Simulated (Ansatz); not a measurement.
# Starting-point dependence of the GW gap of SnI4O12 (P-1)

Aim: G0W0 for SnI4O12 (P-1) on several starting functionals, at one mesh, band count and screening cutoff.

Program: Ansatz 0.2.0. Level of theory: G0W0 on several functionals, plane waves, PAW. Results are calculated unless marked as measured.

In doubt: masses and optical values from hybrid runs of this build are listed as unsure (step 3), which bears on the screening that GW takes from such a start.

### 1. Starting point

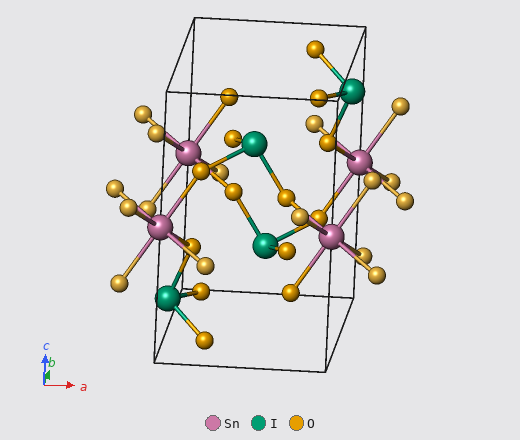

Start, viewed slightly off an axis; tin pink, iodine teal, oxygen orange. Some periodic images of atoms are drawn too.

Geometry: measured cell, ions relaxed with PBE. The runs that relaxed it are not among those shown. Spin-orbit coupling is left out unless a step names it.

### 2. G0W0 on PBE

G0W0 replaces the xc potential by the self-energy, built once from these orbitals. Only a window of levels is corrected, while the sums run over the empty bands that the input names. This step takes PAW set soft_1 files.

This step: G0W0 on PBE, plane waves, PAW; PAW set soft_1.

input.yaml

```yaml
crystal:
  lattice:
    - [5.0576, 0.0, 0.0]
    - [0.1062173362, 6.279901792, 0.0]
    - [0.1980229617, 0.3361895656, 8.3774187989]
  atoms:
    - { symbol: Sn, position: [0.0, 0.0, 0.5] }
    - { symbol: I, position: [0.5061148231, 0.7764667496, 0.237035738] }
    - { symbol: I, position: [0.4938851769, 0.2235332504, 0.762964262] }
    - { symbol: I, position: [0.9806449621, 0.6993687757, 0.8436912468] }
    - { symbol: I, position: [0.0193550379, 0.3006312243, 0.1563087532] }
    - { symbol: O, position: [0.782882709, 0.9590566929, 0.2966559641] }
    - { symbol: O, position: [0.217117291, 0.0409433071, 0.7033440359] }
    - { symbol: O, position: [0.3031160215, 0.7954234777, 0.4238411328] }
    - { symbol: O, position: [0.6968839785, 0.2045765223, 0.5761588672] }
    - { symbol: O, position: [0.8472236491, 0.7454330787, 0.6369154755] }
    - { symbol: O, position: [0.1527763509, 0.2545669213, 0.3630845245] }
    - { symbol: O, position: [0.8260917482, 0.4351970098, 0.8854019874] }
    - { symbol: O, position: [0.1739082518, 0.5648029902, 0.1145980126] }
    - { symbol: O, position: [0.6674548844, 0.5288324017, 0.2906575423] }
    - { symbol: O, position: [0.3325451156, 0.4711675983, 0.7093424577] }
    - { symbol: O, position: [0.7314164081, 0.8620142688, 0.9456220245] }
    - { symbol: O, position: [0.2685835919, 0.1379857312, 0.0543779755] }
kpoints:
  mp_grid: { grid: [4, 2, 2] }
hamiltonian:
  xc: pbe
  pseudopotentials: { kind: paw, azcp: { folder: soft_1 } }
scf:
  occupations: { method: fixed }
gw:
  n_empty_bands: 1000
  ecut_chi: 140.0
  qp_bands: [v4, c4]
  qp_kpoints: band_edges
  screening: { model: contour_deformation }
```

The run is started by

```bash
$ ansatz run input.yaml --threads 2 --pin off --max-ram 92160MiB --backend cuda --events-out ev --progress --plain --runs-dir out --devices 1 --max-vram 13GiB
```

Numbers of over 12 decimals in the logs are rounded to 6 here.

The log of the run:

```text
GPUs: using 1 of 1 available (devices: 1).
Engine: ansatz 0.2.0, x86_64-unknown-linux-gnu
Pseudopotentials: kind: paw
Pseudopotential: Sn, paw, valence charge 14, recommended cutoff 420 eV (normal), soft_1/Sn.paw.azcp
Pseudopotential: I, paw, valence charge 17, recommended cutoff 420 eV (normal), soft_1/I.paw.azcp
Pseudopotential: O, paw, valence charge 6, recommended cutoff 420 eV (normal), soft_1/O.paw.azcp
Functional definition: PBE
  parameter kappa = 0.804
  parameter beta = 0.066725
  exchange = pbe_x(kappa = kappa, mu = beta*pi^2/3)
  correlation = pbe_c(beta = beta)
device memory: the entry about to start is reckoned to put 3.3 GiB on a device that reports 40.7 GiB free (of which the cap on the GPU budget leaves the run 13.0 GiB)
GPU FFT provider: cuFFT
GPU libraries: cuBLAS 13.8.2, cuFFT 12.4.0, cuSOLVER 12.3.4
Crystal: 17 atoms, lattice volume = 266.077 Å³
Basis set: ecut = 420 eV, 5213 PW (Γ)
Bands: 94, of which v1, the nominal top of the filled ones, is band 77 counted from 1 (76 counted from 0)
Symmetry: 2 space group operations
Space group: P-1 (ITA 2), of the structure as read, at distance tolerance 6.4e-5 Å
k-points: 12 of 16
Non-local potential: Sn, projectors of the file, l = 0: 2, l = 1: 2, l = 2: 2, l = 3: 1
Non-local potential: I, projectors of the file, l = 0: 2, l = 1: 2, l = 2: 2, l = 3: 1
Non-local potential: O, projectors of the file, l = 0: 2, l = 1: 2, l = 2: 1
PAW form: soft (Blöchl's): semilocal exchange-correlation on the pseudo side does not see the compensation charge
PAW one-centre angular grid: Sn, 590 points (default); XC on 64 Gauss nodes
PAW one-centre angular grid: I, 590 points (default); XC on 64 Gauss nodes
PAW one-centre angular grid: O, 110 points (default); XC on 64 Gauss nodes
Initial density: superposition of atomic densities (chi_scale 0.1, normalization cell, long waves kept (reshape's long-wave potential 0.29 eV rms))
Initial wavefunctions: pseudopotential atomic-orbital guess
GPU buffer pool allocated for 97200 grid points (all kernels)
GPU transforms: local potential and band sums: pruned to the plane-wave sphere, on 36×45×60
Functional: x = pbe(κ = 0.804, μ = 0.219515), c = pbe(β = 0.066725)
SCF iter   1: F=—  HF=-42874.583430 eV  |F-HF|=—  |Δ(HF+E_count)|=         —  Δρ=1.09e-1  dr2=4.16e1  ethr=3.10e-3  ⟨swp⟩=5.0  Hψ=4304  notcnv=0  defer=163
preconditioner: auto → Resta (q_TF=auto, 2.491 Å⁻¹)  ε∞=3.6  [insulator: Δε(μ)=2.293 eV  Ē_g=15.112 eV  n_scr=68 (ndim 8)  ℏωp=24.3 eV  f_vac=0.100  ε∞_Penn≈3.6]
SCF iter   2: F=—  HF=-42864.680884 eV  |F-HF|=—  |Δ(HF+E_count)|=    9.90e0  Δρ=4.53e-2  dr2=3.10e0  ethr=3.10e-3  ⟨swp⟩=4.0  Hψ=2174  notcnv=0  defer=175
SCF iter   3: F=—  HF=-42864.008928 eV  |F-HF|=—  |Δ(HF+E_count)|=   6.72e-1  Δρ=1.93e-2  dr2=7.45e-1  ethr=2.01e-3  ⟨swp⟩=2.6  Hψ=1768  notcnv=0  defer=160
SCF iter   4: F=—  HF=-42863.912877 eV  |F-HF|=—  |Δ(HF+E_count)|=   9.61e-2  Δρ=7.71e-3  dr2=1.31e-1  ethr=4.84e-4  ⟨swp⟩=3.0  Hψ=1486  notcnv=0  defer=179
SCF iter   5: F=—  HF=-42863.904081 eV  |F-HF|=—  |Δ(HF+E_count)|=   8.80e-3  Δρ=3.13e-3  dr2=2.10e-2  ethr=8.48e-5  ⟨swp⟩=2.9  Hψ=1622  notcnv=0  defer=180
SCF iter   6: F=—  HF=-42863.906342 eV  |F-HF|=—  |Δ(HF+E_count)|=   2.26e-3  Δρ=8.31e-4  dr2=1.74e-3  ethr=1.36e-5  ⟨swp⟩=2.8  Hψ=1639  notcnv=0  defer=180
SCF iter   7: F=—  HF=-42863.907630 eV  |F-HF|=—  |Δ(HF+E_count)|=   1.29e-3  Δρ=4.75e-4  dr2=5.62e-4  ethr=1.13e-6  ⟨swp⟩=2.0  Hψ=1546  notcnv=0  defer=180
SCF iter   8: F=—  HF=-42863.907683 eV  |F-HF|=—  |Δ(HF+E_count)|=   5.30e-5  Δρ=1.46e-4  dr2=5.32e-5  ethr=3.65e-7  ⟨swp⟩=2.0  Hψ=1527  notcnv=0  defer=180
SCF iter   9: F=—  HF=-42863.907729 eV  |F-HF|=—  |Δ(HF+E_count)|=   4.58e-5  Δρ=5.95e-5  dr2=9.88e-6  ethr=3.45e-8  ⟨swp⟩=2.0  Hψ=1541  notcnv=0  defer=180
SCF iter  10: F=—  HF=-42863.907734 eV  |F-HF|=—  |Δ(HF+E_count)|=   5.17e-6  Δρ=3.51e-5  dr2=3.23e-6  ethr=6.42e-9  ⟨swp⟩=2.0  Hψ=1552  notcnv=0  defer=180
SCF iter  11: F=—  HF=-42863.907735 eV  |F-HF|=—  |Δ(HF+E_count)|=   5.91e-7  Δρ=1.01e-5  dr2=2.81e-7  ethr=2.10e-9  ⟨swp⟩=2.0  Hψ=1390  notcnv=0  defer=180
SCF iter  12: F=—  HF=-42863.907735 eV  |F-HF|=—  |Δ(HF+E_count)|=   3.42e-7  Δρ=9.13e-6  dr2=2.12e-7  ethr=6.49e-11  ⟨swp⟩=16.7  Hψ=6109  notcnv=0
SCF iter  13: F=-42863.907735 eV  HF=-42863.907735 eV  |F-HF|=5.17e-9  |Δ(HF+E_count)|=   1.25e-9  Δρ=1.22e-6  dr2=4.06e-9  ethr=6.49e-11  ⟨swp⟩=1.1  Hψ=2684  notcnv=0
SCF 1 converged in 13 iterations: F = -42863.907735 eV  dr2 = 4.06e-9
  greatest PAW one-centre occupation: 0.999 electrons in one spin orbital (limit 2), on the I atom at site 2 (counted from 0), in its partial waves of l = 2
device memory: the entry about to start is reckoned to put 3.9 GiB (of the 4.0 GiB reckoned in all, the device holds 0.1 GiB already) on a device that reports 38.3 GiB free (of which the cap on the GPU budget leaves the run 12.9 GiB)
NSCF: frozen V_eff on 12 k-points
the band table was solved once the SCF had ended and its energy, with any forces and stress, was formed, with the checks that follow a solve (4972 applications of the Hamiltonian). They found nothing against the state; the energy, forces and stress were not computed again (output.eigenvalues in the input reference)
device memory: the entry about to start is reckoned to put 6.8 GiB on a device that reports 37.8 GiB free (of which the cap on the GPU budget leaves the run 13.0 GiB)
NSCF: frozen V_eff on 12 k-points
G₀W₀ screening: q 1/12
[... further progress lines ...]
SCF converged after 13 iterations
Free energy (F): -42863.907735 eV
Harris-Foulkes:  -42863.907735 eV  (|F-HF|=5.17e-9)
Internal energy: -42863.907735 eV  (E = F + TS)
E sigma→0 (E₀):  -42863.907735 eV
Fermi energy:    5.862998 eV
--- Per-component energies (eV) ---
  E_band       = -1898.836397
  E_kinetic    = 2833.469640
  E_local      = -14822.924340  (includes V_loc(G=0)·N_el)
  E_nonlocal   = 1198.961836
  E_hartree    = 6302.292421
  E_xc         = -1420.048274
  E_vxc        = -1624.791032  (∫ρ·V_xc dr)
  E_paw        = -25419.612420  (= ΣΔE_a)
  E_vpaw       = -2088.137278  (= ΣTr[D̂ρ^β])
  E_aug_tail   = -0.000168  (compensation charges beyond the density's cutoff)
  E_ewald      = -11536.046432
  E_smearing   = -0.000000  (= −TS)
  E_closure    = 0.000000  (closes the sum)
  Σ components = -42863.907735   (vs F -42863.907735, Δ=0.00e0)
--- Band table (eV; the first three rows and the last of 12) ---
  k-point 0: bands = [... 73 lower, 5.4032, 5.4111, 5.5460, 5.6253, 9.0937, 9.1365, 9.4763, 9.7280, ... 13 higher]
  k-point 1: bands = [... 73 lower, 5.3813, 5.3938, 5.4293, 5.6195, 8.9562, 9.0806, 9.5945, 9.8075, ... 13 higher]
  k-point 2: bands = [... 73 lower, 5.3900, 5.4297, 5.5454, 5.7285, 9.1329, 9.4040, 10.0251, 10.1407, ... 13 higher]
  k-point 11: bands = [... 73 lower, 5.1372, 5.3642, 5.4121, 5.7225, 8.8001, 9.6041, 9.6164, 9.7774, ... 13 higher]
--- G₀W₀: contour deformation, 6 samples at zero and on the imaginary axis and 1 off it, 16 q-points, 1000 empty bands' worth ---
  eigenvalues of the whole cell's RPA ε∞ on this k-mesh (on a slab, of 1 + 4πα/V) = 3.9819, 4.5254, 4.5987; static W/v taken at q = 0 is 0.226846
  gw.qp_kpoints: band_edges: 12 of 12 stored k-points solved, in 1 pass; an edge of the gap read off the rows below is read off those points alone
    ik  band        ε_KS         Σx   Σc(E_QP)       V_xc       Z   E_QP_lin       E_QP  E_QP is
     0    74      5.4032   -24.4146     3.6564   -20.1149  0.7351     4.7519     4.7599  root
     0    75      5.4111   -24.8934     4.1577   -20.0896  0.7234     4.7560     4.7650  root
     0    76      5.5460   -26.5227     5.0550   -20.7971  0.7158     4.8654     4.8754  root
     0    77      5.6253   -25.2013     4.0401   -20.5539  0.7289     5.0110     5.0180  root
     0    78      9.0937   -14.8212    -3.2742   -18.9339  0.7797     9.9406     9.9322  root
     0    79      9.1365   -12.6858    -3.6837   -17.1568  0.7877     9.9318     9.9239  root
     0    80      9.4763   -12.6114    -3.5765   -17.0071  0.7798    10.3048    10.2955  root
     0    81      9.7280   -13.9385    -3.5783   -18.3846  0.7775    10.6064    10.5957  root
     1    74      5.3813   -25.4800     4.5568   -20.2437  0.7202     4.6915     4.7018  root
     1    75      5.3938   -25.1974     4.1833   -20.3916  0.7254     4.7634     4.7714  root
     1    76      5.4293   -26.0348     4.7668   -20.5994  0.7174     4.7506     4.7607  root
     1    77      5.6195   -25.3303     4.1515   -20.5687  0.7277     5.0022     5.0094  root
     1    78      8.9562   -14.4144    -3.3679   -18.6120  0.7816     9.7940     9.7859  root
     1    79      9.0806   -13.7377    -3.3945   -17.9106  0.7847     9.8663     9.8590  root
     1    80      9.5945   -13.4488    -3.6083   -17.9077  0.7774    10.4553    10.4450  root
     1    81      9.8075   -12.8067    -3.8249   -17.5134  0.7810    10.7003    10.6891  root
     2    74      5.3900   -25.2970     4.2088   -20.4463  0.7234     4.7394     4.7481  root
     2    75      5.4297   -25.3249     4.3553   -20.3275  0.7211     4.7787     4.7876  root
     2    76      5.5454   -25.3616     4.2468   -20.4776  0.7238     4.8998     4.9083  root
     2    77      5.7285   -24.8985     3.6818   -20.6401  0.7354     5.1461     5.1520  root
     2    78      9.1329   -14.6471    -3.4663   -18.9824  0.7785    10.0115    10.0018  root
     2    79      9.4040   -13.3709    -3.6679   -17.8677  0.7817    10.2422    10.2329  root
     2    80     10.0251   -13.2597    -3.6447   -17.7978  0.7698    10.9313    10.9185  root
     2    81     10.1407   -13.0113    -3.9159   -17.8195  0.7711    11.0464    11.0330  root
[...]
11    74      5.1372   -25.8481     5.0200   -20.1516  0.7069     4.4492     4.4608  root
    11    75      5.3642   -24.4744     3.7273   -20.1026  0.7322     4.7114     4.7197  root
    11    76      5.4121   -25.3669     4.4435   -20.2870  0.7177     4.7667     4.7757  root
    11    77      5.7225   -25.1995     3.8673   -20.7561  0.7296     5.1402     5.1464  root
    11    78      8.8001   -14.6288    -3.3548   -18.8068  0.7821     9.6312     9.6233  root
    11    79      9.6041   -13.5453    -3.7228   -18.1270  0.7770    10.4737    10.4629  root
    11    80      9.6164   -14.0348    -3.6315   -18.5747  0.7765    10.5364    10.5248  root
    11    81      9.7774   -13.6685    -3.5912   -18.1521  0.7751    10.6814    10.6698  root
```

Wall time 66 s (1 × NVIDIA H100 80GB HBM3 (shared by 6 runs) with 2 threads of AMD EPYC 7R13 (Zen 3), shared host); peak memory 4 GiB.

Reading the cycles: dr2 is the Hartree energy of the density residual (eV), the measure of convergence; HF is the Harris–Foulkes estimate of the energy, which meets the free energy F at convergence.

This step gave:

```
bands summed                                 : 1077
RPA ε∞ on this mesh (eigenvalues)            : 3.982, 4.525, 4.599
plane waves in the screening matrix          : 987
q-points in the mesh                         : 16
G0W0 gap on the mesh                         : 4.111 eV
k of the valence top                         : 0, -0.5, -0.5
k of the conduction bottom                   : 0.25, -0.5, 0
starting gap on the mesh                     : 2.746 eV
Z at the valence top                         : 0.7372
Z at the conduction bottom                   : 0.7840
least direct G0W0 gap on the computed points : 4.315 eV
```

The gap on the mesh goes from 2.75 eV to 4.11 eV, a correction of +1.37 eV. Between the two edge states, bare exchange in place of the xc potential would open the gap by 8.34 eV, and correlation takes back 6.97 eV.

### 3. G0W0 on HSE06

One-shot GW remembers its start. Another functional's orbitals and levels show by how much.

This step: G0W0 on HSE06, plane waves, PAW; PAW set soft_1.

Changes to input.yaml since step 2:

```diff
@@ -26,3 +26,3 @@
 hamiltonian:
-  xc: pbe
+  xc: hse06
   pseudopotentials: { kind: paw, azcp: { folder: soft_1 } }
```

The log of the run:

```text
GPUs: using 1 of 1 available (devices: 1).
[...]
davidson cushion auto → on  (no smearing: the cushion is to keep the highest requested band from converging to the state above it; pin scf.eigensolver.cushion to override)
[...]
GPU FFT provider: cuFFT
GPU libraries: cuBLAS 13.8.2, cuFFT 12.4.0, cuSOLVER 12.3.4
Crystal: 17 atoms, lattice volume = 266.077 Å³
Basis set: ecut = 420 eV, 5213 PW (Γ)
Bands: 94, of which v1, the nominal top of the filled ones, is band 77 counted from 1 (76 counted from 0)
Symmetry: 2 space group operations
[...]
k-points: 12 of 16
[...]
GPU buffer pool allocated for 97200 grid points (all kernels)
[...]
SCF iter   1: F=—  HF=-42874.428520 eV  |F-HF|=—  |Δ(HF+E_count)|=         —  Δρ=1.10e-1  dr2=4.22e1  ethr=1.00e-1  ⟨swp⟩=6.0  Hψ=3497  notcnv=0
[...]
SCF iter   9: F=-42863.940621 eV  HF=-42863.940654 eV  |F-HF|=3.21e-5  |Δ(HF+E_count)|=   9.23e-5  Δρ=1.87e-4  dr2=6.65e-5  ethr=6.13e-7  ⟨swp⟩=3.0  Hψ=2610  notcnv=0
SCF 1 stopped early in 9 iterations: F = -42863.940621 eV  dr2 = 6.65e-5
[...]
GPU FFT provider: cuFFT
GPU libraries: cuBLAS 13.8.2, cuFFT 12.4.0, cuSOLVER 12.3.4
[...]
GPU buffer pool allocated for 97200 grid points (all kernels)
[...]
Frozen-core exchange: fock
[...]
Internal energy: -42881.281950 eV  (E = F + TS)
E sigma→0 (E₀):  -42881.281950 eV
Fermi energy:    4.916082 eV
[...]
--- Band table (eV; the first three rows and the last of 12) ---
  k-point 0: bands = [... 73 lower, 4.2610, 4.3568, 4.4332, 4.5829, 9.3958, 9.4930, 9.8232, 10.0988, ... 4 higher]
  k-point 1: bands = [... 73 lower, 4.1469, 4.3601, 4.3718, 4.5595, 9.2893, 9.3607, 9.9520, 10.2352, ... 4 higher]
  k-point 2: bands = [... 73 lower, 4.3320, 4.3323, 4.4880, 4.7671, 9.4957, 9.7443, 10.4033, 10.5612, ... 4 higher]
  k-point 11: bands = [... 73 lower, 3.9401, 4.3338, 4.3747, 4.7323, 9.1093, 9.9607, 9.9951, 10.1573, ... 4 higher]
  guard bands above this table: 9 of the run's 94 bands. The solve was not asked for them (output.publish_guard_bands: true or output.eigenvalues: true publishes all)
[...]
0    74      4.2610   -26.6145     4.5255   -22.1041  0.7591     4.2761     4.2761  root
     0    75      4.3568   -24.6219     3.4655   -21.0318  0.7721     4.2320     4.2322  root
     0    76      4.4332   -24.0010     2.9681   -20.8443  0.7838     4.2442     4.2446  root
     0    77      4.5829   -24.9004     3.3820   -21.4276  0.7754     4.4920     4.4921  root
     0    78      9.3958   -14.0718    -3.2778   -18.1055  0.8170    10.1562    10.1518  root
     0    79      9.4930   -12.1471    -3.5436   -16.3545  0.8225    10.1604    10.1568  root
     0    80      9.8232   -12.0022    -3.4809   -16.1879  0.8176    10.5323    10.5280  root
     0    81     10.0988   -13.1915    -3.5059   -17.4417  0.8155    10.8479    10.8430  root
[...]
11    78      9.1093   -13.8595    -3.3470   -17.9361  0.8191     9.8430     9.8389  root
    11    79      9.9607   -13.0429    -3.5700   -17.3525  0.8145    10.7052    10.7003  root
    11    80      9.9951   -13.3095    -3.5789   -17.6690  0.8142    10.7811    10.7757  root
    11    81     10.1573   -12.8615    -3.5014   -17.1229  0.8136    10.9225    10.9173  root
[key lines of the parts left out:]
Free energy (F): -42881.281950 eV
```

Run time: 5.7 min. Hardware: 1 × NVIDIA H100 80GB HBM3 (shared by 6 runs) with 2 threads; peak memory 4.5 GiB; 7.6 min of CPU time.

This step gave:

```yaml
bands_summed: 1077
rpa_eps_infinity_on_this_mesh_eigenvalues: 3.222, 3.588, 3.640
plane_waves_in_the_screening_matrix: 987
q_points_in_the_mesh: 16
g0w0_gap_on_the_mesh: 4.814 eV
k_of_the_valence_top: 0, -0.5, -0.5
k_of_the_conduction_bottom: 0.25, -0.5, 0
starting_gap_on_the_mesh: 4.002 eV
z_at_the_valence_top: 0.7819
z_at_the_conduction_bottom: 0.8208
least_direct_g0w0_gap_on_the_computed_points: 5.025 eV
```

Against the run with 4×2×2 mesh, 1000 empty bands, screening to 140 eV, PAW set soft_1 files on PBE, the gap moves by +0.70 eV, while the start moved by +1.26 eV.

[end of part 1 of 2]

[Paths, hosts, dates, memory and timing lines, banners, echoed tables and standing remarks are left out of the program output.]

[Logs are printed without paths, hosts, clocks, repeated set-up lines and the standing remarks that a program may print on its own settings, such as how far it seeks lower states.]

[Runs of the session that timed out or met a known fault of the program may be left out.]

[Cells called generated may have been cut or substituted from an entry of the Crystallography Open Database or the Materials Project.]

[Hosts, paths, dates, database ids (printed as entryN), source tags and the programs' standing remarks are cut or masked in the printed files.]
